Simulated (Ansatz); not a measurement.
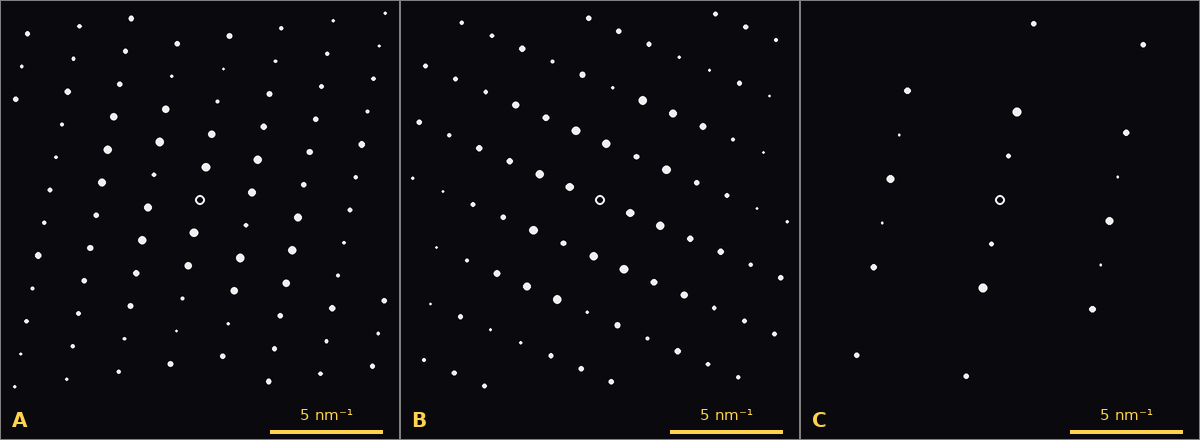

Kinematic electron diffraction patterns (300 kV, B = 0.5 Å², same scale, each along a low-index zone) of three structures of composition Si2Br, each relaxed at zero pressure with DFT PBE, scalar-relativistic, plane waves, PAW in Ansatz 0.2.0.

The structures (standard cells):
1. P3_121 (No. 152), a = 7.820 Å, c = 4.823 Å (hexagonal axes), 9 atoms; generated start, possibly hypothetical
2. P6/mmm (No. 191), a = 3.992 Å, c = 4.954 Å (hexagonal axes), 3 atoms; generated start, possibly hypothetical
3. P3_121 (No. 152), a = 7.703 Å, c = 5.476 Å (hexagonal axes), 9 atoms; generated start, possibly hypothetical

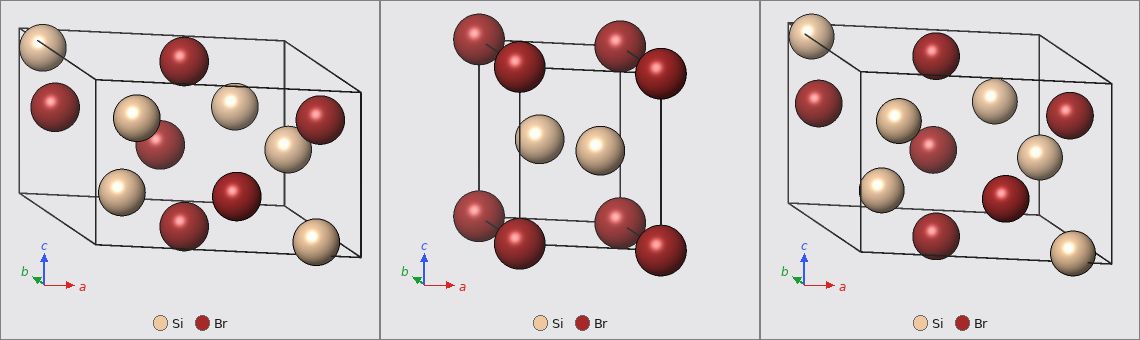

Drawings of the structures 1 to 3, from left to right (each may span several cells).

Which pattern belongs to which structure, and along which zone?

A is structure 3 along [101] or an equivalent direction: centred rectangular net of 0 1 0 at d = 6.67 Å and 1 0 -1 at d = 4.23 Å, 71.5° apart. B is structure 1 along [101] or an equivalent direction: centred rectangular net of 0 1 0 at d = 6.77 Å and 1 0 -1 at d = 3.93 Å, 73.1° apart. C is structure 2 along [210] or an equivalent direction: rectangular net of 0 0 1 at d = 4.95 Å and 1 -2 0 at d = 2.00 Å, 90.0° apart (some points of this net are extinct or too weak to see).

Which structure lies lowest at this level of theory, and by how much?

Structure 2 (P6/mmm, 22.78 Å³ an atom) is the lowest of these; structure 1 (P3_121, 28.38 Å³ an atom) lies about 29 meV an atom higher; structure 3 (P3_121, 31.27 Å³ an atom) lies about 54 meV an atom higher. These are static energies at 0 K; other structures, not shown, may lie lower still.
